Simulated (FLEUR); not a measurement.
# FeNi3 (Awaruite): orders along a scan of the volume

How does the volume change the magnetic state of FeNi3 (Awaruite)?

Main program and level: FLEUR MaX-R8.1; PBE; all-electron FLAPW, Dirac cores, scalar-relativistic bands.

## Step 1: The structure

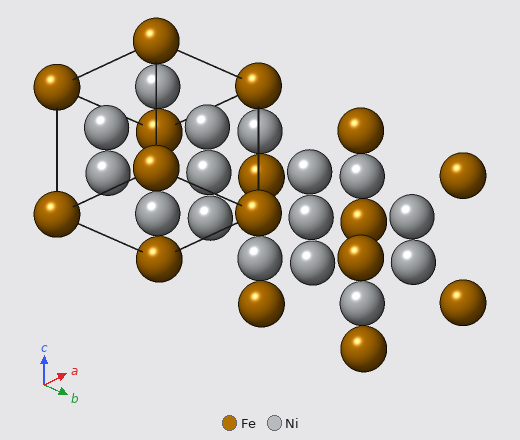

The starting structure, seen from a free direction (iron orange, nickel light grey). 1×3×1 cells are drawn. Some periodic images of atoms are drawn too.

As a file:

```xyz
4
Lattice="3.5450 0.0000 0.0000 0.0000 3.5450 0.0000 0.0000 0.0000 3.5450" Properties=species:S:1:pos:R:3 pbc="T T T"
Fe    0.0000    0.0000    0.0000
Ni    0.0000    1.7725    1.7725
Ni    1.7725    0.0000    1.7725
Ni    1.7725    1.7725    0.0000
```

## Step 2: Factor 1, start ferro ++++

The scan starts at the cell as given.

All lengths change alike; the factor is that of the volume. Atoms keep their fractional places. Spheres, Kmax and the mesh are the same at all points, the spheres being those of the tightest cell. inpgen writes inp.xml from crystal.txt; cutoffs, mixing, functional, smearing and local orbitals are then set in the file. The k list default-1 (kpts.xml, not shown) is a Γ-centred 8×8×8 mesh; where the ranks do not divide the number of points, some are split in two of half the weight.

inp.xml

```
<?xml version="1.0" encoding="UTF-8" standalone="no"?>
<fleurInput fleurInputVersion="0.39">
   <comment>
      FeNi3
   </comment>
   <calculationSetup>
      <cutoffs Kmax="3.71" Gmax="11.1" GmaxXC="11.1" numbands="0"/>
      <scfLoop itmax="110" minDistance="0.00002" maxIterBroyd="15" imix="Anderson" alpha="0.05" precondParam="0.0" spinf="2.0" sdNocoIR="T"/>
      <coreElectrons ctail="T" frcor="F" kcrel="0" coretail_lmax="0"/>
      <xcFunctional name="pbe" relativisticCorrections="F"/>
      <magnetism jspins="2"/>
      <soc l_soc="F" theta="0.0" phi="0.0" spav="F"/>
      <expertModes spex="0" secvar="F"/>
      <geometryOptimization l_f="F" forcealpha="1.0" forcemix="BFGS" epsdisp="0.00001" epsforce="0.00001"/>
      <ldaU l_linMix="F" mixParam="0.05" spinf="1.0"/>
   </calculationSetup>
   <cell>
      <bzIntegration valenceElectrons="70.0" mode="hist" fermiSmearingEnergy="0.00183747">
         <kPointListSelection listName="default-1"/>
         <xi:include xmlns:xi="http://www.w3.org/2001/XInclude" href="kpts.xml"> </xi:include>
      </bzIntegration>
      <xi:include xmlns:xi="http://www.w3.org/2001/XInclude" href="sym.xml"> </xi:include>
      <bulkLattice scale="1.0">
         <bravaisMatrix>
            <row-1>    6.6990791117069994     0.0000000000000000     0.0000000000000000</row-1>
            <row-2>    0.0000000000000000     6.6990791117069994     0.0000000000000000</row-2>
            <row-3>    0.0000000000000000     0.0000000000000000     6.6990791117069994</row-3>
         </bravaisMatrix>
      </bulkLattice>
   </cell>
   <atomSpecies>
      <species name="Iron (Fe) 2.800" element="Fe" atomicNumber="26">
         <mtSphere radius="2.21" gridPoints="731" logIncrement="0.017"/>
         <atomicCutoffs lmax="8" lnonsphr="6"/>
         <electronConfig flipSpins="F">
            <coreConfig>(1s1/2) (2s1/2) (2p1/2) (2p3/2)</coreConfig>
            <valenceConfig>(3s1/2) (3p1/2) (3p3/2) (4s1/2) (3d3/2) (3d5/2)</valenceConfig>
            <stateOccupation state="(3d3/2)" spinUp="1.4" spinDown="1.0"/>
            <stateOccupation state="(3d5/2)" spinUp="3.0" spinDown="0.6"/>
         </electronConfig>
         <energyParameters s="4" p="4" d="3" f="4"/>
         <lo type="SCLO" l="0" n="3" eDeriv="0"/>
         <lo type="SCLO" l="1" n="3" eDeriv="0"/>
      </species>
      <species name="Nickel (Ni1.001" element="Ni" atomicNumber="28">
         <mtSphere radius="2.21" gridPoints="731" logIncrement="0.017"/>
         <atomicCutoffs lmax="8" lnonsphr="6"/>
         <electronConfig flipSpins="F">
            <coreConfig>(1s1/2) (2s1/2) (2p1/2) (2p3/2)</coreConfig>
            <valenceConfig>(3s1/2) (3p1/2) (3p3/2) (4s1/2) (3d3/2) (3d5/2)</valenceConfig>
            <stateOccupation state="(3d3/2)" spinUp="1.6" spinDown="1.6"/>
            <stateOccupation state="(3d5/2)" spinUp="2.9005" spinDown="1.8995"/>
         </electronConfig>
         <energyParameters s="4" p="4" d="3" f="4"/>
         <lo type="SCLO" l="0" n="3" eDeriv="0"/>
         <lo type="SCLO" l="1" n="3" eDeriv="0"/>
      </species>
   </atomSpecies>
   <atomGroups>
      <atomGroup species="Iron (Fe) 2.800">
         <relPos label="                   1">.0000000000 .0000000000 .0000000000</relPos>
         <force calculate="T" relaxXYZ="TTT"/>
      </atomGroup>
      <atomGroup species="Nickel (Ni1.001">
         <relPos label="                   2">.0000000000 1.000/2.000 1.000/2.000</relPos>
         <relPos label="                   3">1.000/2.000 .0000000000 1.000/2.000</relPos>
         <relPos label="                   4">1.000/2.000 1.000/2.000 .0000000000</relPos>
         <force calculate="T" relaxXYZ="TTT"/>
      </atomGroup>
   </atomGroups>
   <output dos="F" band="F" slice="F">
      <bandDOS minEnergy="-.5*Htr" maxEnergy="0.5*Htr" sigma="0.015" storeEVData="T"/>
      <plotting iplot="0" polar="F">
         <plot TwoD="T" vec1="  1.0  0.0  0.0" vec2="  0.0  1.0  0.0" vec3="  0.0  0.0  1.0" zero="  0.0  0.0  0.0" file="plot"/>
      </plotting>
      <moessbauerParams electricFieldGradient="F" isomerShift="F" coreHyperfine="F" valenceHyperfine="F"/>
   </output>
</fleurInput>
```

crystal.txt

```
FeNi3
&input film=F cartesian=F /
3.54500000000  0.00000000000  0.00000000000
0.00000000000  3.54500000000  0.00000000000
0.00000000000  0.00000000000  3.54500000000
1.8897261246
1.0 1.0 1.0

4
26 0.00000000000  0.00000000000  0.00000000000 : 2.800
28 0.00000000000  0.50000000000  0.50000000000 : 1.001
28 0.50000000000  0.00000000000  0.50000000000 : 1.001
28 0.50000000000  0.50000000000  0.00000000000 : 1.001

&kpt div1=8 div2=8 div3=8 gamma=T /
```

The run is started by

```bash
$ OMP_NUM_THREADS=1 inpgen -f crystal.txt > inpgen.log  # inp.xml is then edited as shown
$ OMP_NUM_THREADS=1 mpirun -n 8 fleur_MPI > fleur.log
```

The program printed:

```text
Welcome to FLEUR        (www.flapw.de)
      MaX-Release 8.1          (www.max-centre.eu)

 ========== k-point set info ==========
 Selected k-point list: default-1
 k-point list type: mesh
 0 x 0 x 0
 Number of k points: 40

 ------------Calculation Setup---------------------------
 Number of MPI-tasks      :            8
 Number of PE/node        :            8
 Number of OMP-threads    :            1
 k-points in parallel     :            8
 pe's per k-point         :            1
 No of k-point loops      :            5
 Eigenvalue solver        :       lapack
 Number of basis functions:          304
 Approximate size of matrices (H+S) per k-point:         0.001 GB
 --------------------------------------------------------
 Iteration:     1   Distance:      22.35294593 me/bohr^3
 Iteration:     2   Distance:      10.32609347 me/bohr^3
 Iteration:     3   Distance:       7.39006778 me/bohr^3
 Iteration:     4   Distance:       8.97748643 me/bohr^3
 Iteration:     5   Distance:       5.40892580 me/bohr^3
 Iteration:     6   Distance:       1.12549225 me/bohr^3
 Iteration:     7   Distance:       1.92936014 me/bohr^3
 Iteration:     8   Distance:       1.08815040 me/bohr^3
 Iteration:     9   Distance:       1.02413208 me/bohr^3
 Iteration:    10   Distance:       0.08602237 me/bohr^3
 Iteration:    11   Distance:       0.16486586 me/bohr^3
 Iteration:    12   Distance:       0.02013069 me/bohr^3
 Iteration:    13   Distance:       0.01847918 me/bohr^3
 Iteration:    14   Distance:       0.01112983 me/bohr^3
 Iteration:    15   Distance:       0.01092104 me/bohr^3
 Iteration:    16   Distance:       0.00757666 me/bohr^3
 Iteration:    17   Distance:       0.00707662 me/bohr^3
 Iteration:    18   Distance:       0.00252004 me/bohr^3
 Iteration:    19   Distance:       0.00152586 me/bohr^3
 Iteration:    20   Distance:       0.00032912 me/bohr^3
 Iteration:    21   Distance:       0.00027016 me/bohr^3
 Iteration:    22   Distance:       0.00009790 me/bohr^3
 Iteration:    23   Distance:       0.00003483 me/bohr^3
 Iteration:    24   Distance:       0.00000591 me/bohr^3

 ********************************************************************
 Run finished successfully
 Stop message:
   all done
 ********************************************************************

--- out.xml (last complete iteration) ---
<iteration numberForCurrentRun="   24" overallNumber="   24">
         [... left out ...]
         <bandgap value="0.0007996797" units="eV"/>
         <sumValenceSingleParticleEnergies value="-62.5212711685" units="Htr"/>
         <FermiEnergy value="0.3465768061" units="Htr"/>
         <valenceDensity>
            <mtCharges spin="1">
               <mtCharge atomType="1" total="8.7505652" s="1.1777985" p="3.1522252" d="4.4067002" f="0.0108474"/>
               <mtCharge atomType="2" total="8.8075158" s="1.1944813" p="3.1632145" d="4.4363881" f="0.0103684"/>
            </mtCharges>
            <mtCharges spin="2">
               <mtCharge atomType="1" total="5.8131270" s="1.1629613" p="3.1488042" d="1.4865880" f="0.0117362"/>
               <mtCharge atomType="2" total="8.1223122" s="1.2053605" p="3.1945946" d="3.7102611" f="0.0095005"/>
            </mtCharges>
            <spinDependentCharge spin="1" total="37.4194086" interstitial="2.2462960" mtSpheres="35.1731127"/>
            <spinDependentCharge spin="2" total="32.5805914" interstitial="2.4005277" mtSpheres="30.1800637"/>
            <totalCharge value="70.0000000000"/>
         </valenceDensity>
         [... left out ...]
         <magneticMomentsInMTSpheres units="muBohr">
            <globalMagMoment atomType="1" vec="0.00000   0.00000   2.93744"/>
            <localMagMoment atomType="1" vec="0.00000   0.00000   2.93744"/>
            <globalMagMoment atomType="2" vec="0.00000   0.00000   0.68520"/>
            <localMagMoment atomType="2" vec="0.00000   0.00000   0.68520"/>
         </magneticMomentsInMTSpheres>
         [... left out ...]
         <totalEnergy value="    -5835.3076013828" units="Htr">
            <sumOfEigenvalues value="    -3351.7958343077">
               <coreElectrons value="-3289.2745631392"/>
               <valenceElectrons value="-62.5212711685"/>
            </sumOfEigenvalues>
            <densityCoulombPotentialIntegral value="-8956.8379037888"/>
            <densityEffectivePotentialIntegral value="-9277.3344869268"/>
            <chargeDenXCDenIntegral value="-246.7538161971"/>
            <FockExchangeEnergyValence value="0.0000000000"/>
            <FockExchangeEnergyCore value="0.0000000000"/>
         [... left out ...]
            <tkbTimesEntropy value="0.0010138771"/>
            <freeEnergy value="-5835.3086152599"/>
            <extrapolationTo0K value="-5835.3081083214"/>
         </totalEnergy>
         <densityConvergence units="me/bohr^3">
            <chargeDensity spin="1" distance="0.0000015580"/>
            <chargeDensity spin="2" distance="0.0000053791"/>
            <overallChargeDensity distance="0.0000052722"/>
            <spinDensity distance="0.0000059099"/>
         </densityConvergence>
      </iteration>
```

Run time: 19 s. Hardware: 8 MPI ranks of Arm Neoverse V1, shared host; peak memory 0.36 GiB.

Spin moment in the muffin-tin sphere by atom:

```
atom  spin moment in the muffin-tin sphere (μB)
 Fe1                                       2.94
 Ni2                                       0.69
 Ni3                                       0.69
 Ni4                                       0.69
```

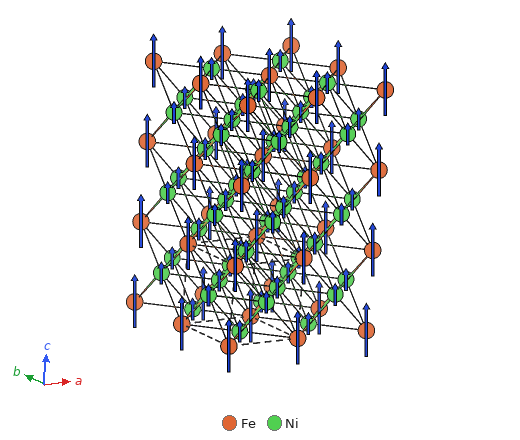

Spin moment in the muffin-tin sphere as arrows, the longest 2.94 μB. Up and down stand for the sign. Arrows give size and sign along the axis of quantisation, drawn up and down the page. Each arrow also spans its atom, so small moments look longer than they are. 2×2×3 cells are drawn. Some periodic images of atoms are drawn too.

This step gave:

| Item | Value |
| --- | --- |
| free energy | -158786.8366 eV |
| program's band gap on this mesh (in a metal only a level spacing) | 8.00e-4 eV |
| magnetization | 4.839 μB |
| final state | ferromagnetic |

After 24 cycles the largest moment stands at 2.94 μB.

## Step 3: Factor 1, start ferri ++--

Changes to inp.xml since step 2:

```diff
@@ -57,2 +57,15 @@
       </species>
+      <species name="Nickel (Ni-1.001" element="Ni" atomicNumber="28">
+         <mtSphere radius="2.21" gridPoints="731" logIncrement="0.017"/>
+         <atomicCutoffs lmax="8" lnonsphr="6"/>
+         <electronConfig flipSpins="F">
+            <coreConfig>(1s1/2) (2s1/2) (2p1/2) (2p3/2)</coreConfig>
+            <valenceConfig>(3s1/2) (3p1/2) (3p3/2) (4s1/2) (3d3/2) (3d5/2)</valenceConfig>
+            <stateOccupation state="(3d3/2)" spinUp="1.6" spinDown="1.6"/>
+            <stateOccupation state="(3d5/2)" spinUp="1.8995" spinDown="2.9005"/>
+         </electronConfig>
+         <energyParameters s="4" p="4" d="3" f="4"/>
+         <lo type="SCLO" l="0" n="3" eDeriv="0"/>
+         <lo type="SCLO" l="1" n="3" eDeriv="0"/>
+      </species>
    </atomSpecies>
@@ -65,2 +78,5 @@
          <relPos label="                   2">.0000000000 1.000/2.000 1.000/2.000</relPos>
+         <force calculate="T" relaxXYZ="TTT"/>
+      </atomGroup>
+      <atomGroup species="Nickel (Ni-1.001">
          <relPos label="                   3">1.000/2.000 .0000000000 1.000/2.000</relPos>
```

Changes to crystal.txt since step 2:

```diff
@@ -11,4 +11,4 @@
 28 0.00000000000  0.50000000000  0.50000000000 : 1.001
-28 0.50000000000  0.00000000000  0.50000000000 : 1.001
-28 0.50000000000  0.50000000000  0.00000000000 : 1.001
+28 0.50000000000  0.00000000000  0.50000000000 : -1.001
+28 0.50000000000  0.50000000000  0.00000000000 : -1.001
```

The program printed:

```text
[banner, memory and clock lines left out]
Welcome to FLEUR        (www.flapw.de)
      MaX-Release 8.1          (www.max-centre.eu)

 ========== k-point set info ==========
 Selected k-point list: default-1
 k-point list type: mesh
 0 x 0 x 0
 Number of k points: 80

 [... set-up left out ...]
 Iteration:     1   Distance:      32.89600945 me/bohr^3
 Iteration:     2   Distance:      28.38661713 me/bohr^3
 Iteration:     3   Distance:      23.09886878 me/bohr^3
 Iteration:     4   Distance:      27.53379194 me/bohr^3
 Iteration:     5   Distance:      14.14571764 me/bohr^3
 Iteration:     6   Distance:      13.35933166 me/bohr^3
 Iteration:     7   Distance:       9.93393445 me/bohr^3
 Iteration:     8   Distance:       7.66803900 me/bohr^3
[... lines left out ...]
[... 15 iterations left out ...]
[... lines left out ...]
 Iteration:    30   Distance:       0.00011309 me/bohr^3
 Iteration:    31   Distance:       0.00008265 me/bohr^3
 Iteration:    32   Distance:       0.00006767 me/bohr^3
 Iteration:    33   Distance:       0.00004009 me/bohr^3
 Iteration:    34   Distance:       0.00003516 me/bohr^3
 Iteration:    35   Distance:       0.00001101 me/bohr^3

 ********************************************************************
 Run finished successfully
 Stop message:
   all done
 ********************************************************************

--- out.xml (last complete iteration) ---
<iteration numberForCurrentRun="   35" overallNumber="   35">
         [... left out ...]
         <bandgap value="0.0007986007" units="eV"/>
         <sumValenceSingleParticleEnergies value="-62.5212703861" units="Htr"/>
         <FermiEnergy value="0.3465768102" units="Htr"/>
         [... left out ...]
         <magneticMomentsInMTSpheres units="muBohr">
            <globalMagMoment atomType="1" vec="0.00000   0.00000   2.93744"/>
            <globalMagMoment atomType="2" vec="0.00000   0.00000   0.68520"/>
            <globalMagMoment atomType="3" vec="0.00000   0.00000   0.68520"/>
         </magneticMomentsInMTSpheres>
         [... left out ...]
         <totalEnergy value="    -5835.3076013850" units="Htr">
            <sumOfEigenvalues value="    -3351.7958337449">
               <coreElectrons value="-3289.2745633588"/>
               <valenceElectrons value="-62.5212703861"/>
            </sumOfEigenvalues>
         [... left out ...]
            <freeEnergy value="-5835.3086152623"/>
            <extrapolationTo0K value="-5835.3081083236"/>
         </totalEnergy>
         <densityConvergence units="me/bohr^3">
            <chargeDensity spin="1" distance="0.0000070018"/>
            <chargeDensity spin="2" distance="0.0000073129"/>
            <overallChargeDensity distance="0.0000091485"/>
            <spinDensity distance="0.0000110142"/>
         </densityConvergence>
      </iteration>
```

It took 46 s on 8 MPI ranks; peak memory 0.44 GiB; 6.1 min of CPU time.

Spin moment in the muffin-tin sphere by atom:

```
atom  spin moment in the muffin-tin sphere (μB)
 Fe1                                       2.94
 Ni2                                       0.69
 Ni3                                       0.69
 Ni4                                       0.69
```

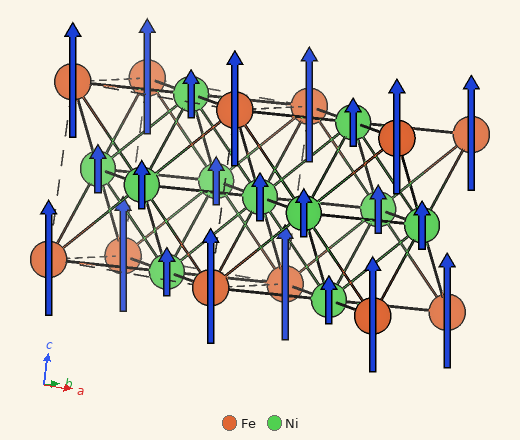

Spin moment in the muffin-tin sphere as arrows, the longest 2.94 μB. Up and down stand for the sign. Arrows give size and sign along the axis of quantisation, drawn up and down the page. Each arrow also spans its atom, so small moments look longer than they are. 2×1×1 cells are drawn. Some periodic images of atoms are drawn too.

Numbers from this step:

- free energy: -158786.8366 eV
- program's band gap on this mesh (in a metal only a level spacing): 7.99e-4 eV
- magnetization: 4.839 μB
- final state: ferromagnetic

The typed pattern was not kept: a seeded moment turned or collapsed.

After 35 cycles the largest moment stands at 2.94 μB.

(Continued in part 2 of 2.)

[Logs and program files are shortened in this print: banners, set-up blocks, solver, clock and traceback lines can be left out without a mark of their own.]

[Logs are printed without paths, hosts, clocks, repeated set-up lines and the standing remarks that a program may print on its own settings, such as how far it seeks lower states.]

[Hosts, paths, dates, database ids (printed as entryN), source tags and the programs' standing remarks are cut or masked in the printed files.]

[Where a cell is said to come from a database of computed structures, the database is the Materials Project.]
